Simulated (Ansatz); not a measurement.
Start from Au in the fcc (Cu type) structure (space group Fm-3m, No. 225; a = 4.125 Å; relaxed with 0.1 eV smearing).

Structures relaxed with r2SCAN (Ansatz, a quantum-chemistry and plane-wave program; PAW; 500 eV plane waves; scalar-relativistic without spin-orbit coupling).

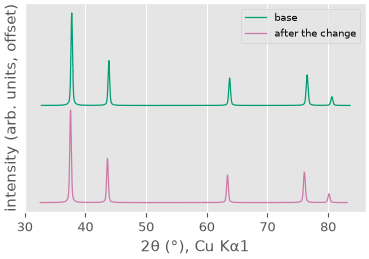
*Simulated powder patterns before (top) and after one change*

Which of these changes matches the shifts?
A. isotropic strain +0.50 %
B. isotropic strain +1.00 %
C. isotropic strain +2.50 %
D. isotropic strain +2.00 %

A, isotropic strain +0.50 %. Its volume per atom is 17.81 Å³ against 17.54 Å³, and its space group is Fm-3m (No. 225).

Stability against distortions was not tested.
